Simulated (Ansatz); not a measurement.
H₆W···HF

```xyz
9

W     0.1700    0.1783   -0.5193
F     0.3231    0.3428    2.5163
H     1.4749   -0.5664    0.2116
H    -0.5880    1.4796    0.2036
H    -1.3560   -0.1006    0.0984
H    -0.0947   -1.3472    0.1063
H     0.2452    0.2463   -2.2396
H     1.2260    1.2524    0.2859
H     0.9038    0.9154    2.0839
```

Core potentials replace the inner electrons of W.

Level of theory: RKS PBE0-D4/def2-SVP in Ansatz.

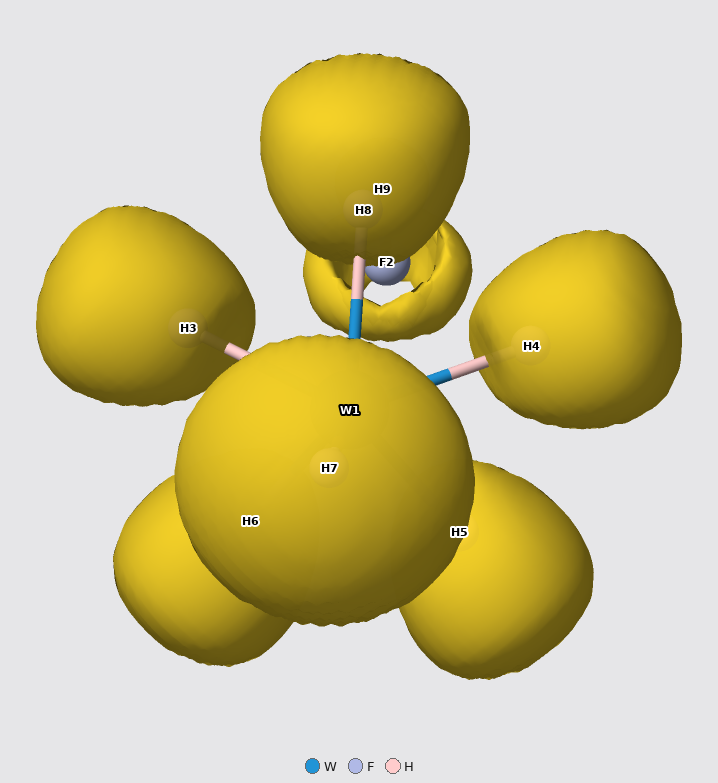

Figure 1. Isosurface of the electron localisation function at 0.85 (yellow), seen at an oblique angle. Core shells and regions of very low density are left out.

Q: Describe the localisation domains.

A: At this value the surface marks out seven regions around hydrogen nuclei and one region wrapped around F (its valence shell).


W1···H9 (2.80 Å): the ELF dips to about 0.05 between them. F–H (0.92 Å): the ELF climbs to about 1 towards the hydrogen, as it does in any bond to H (an ordinary covalent bond to hydrogen).

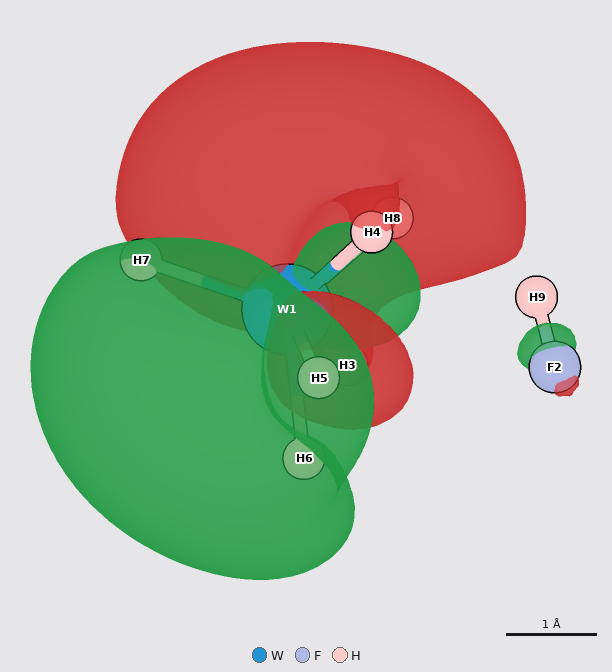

Figure 2. One frontier orbital at ±0.05 Å⁻³ᐟ² (green and red are the two phases), seen at a tilt.

Q: Which orbital is it: HOMO or LUMO?

A: The LUMO, at −2.58 eV. It lies mainly on W1 (about 70 %), H8 (about 10 %) and H7 (about 5 %).

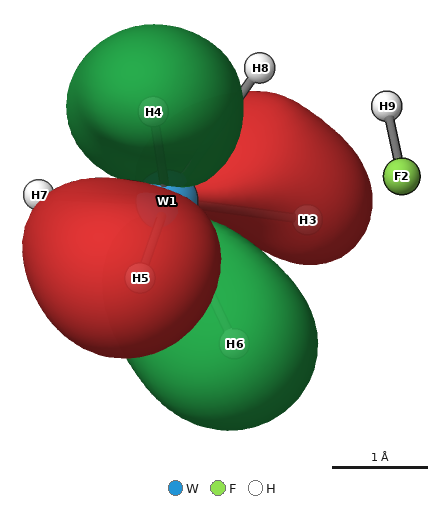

Figure 3. The HOMO at ±0.1 Å⁻³ᐟ² (green and red are the two phases), seen at a tilt.

Q: Where does this orbital lie, and at what energy?

A: Its weight (Hirshfeld) is mainly on W1 (about 55 %), H5 (about 15 %), H6 (about 15 %), H3 (about 5 %) and H4 (about 5 %). Its energy is −8.50 eV.
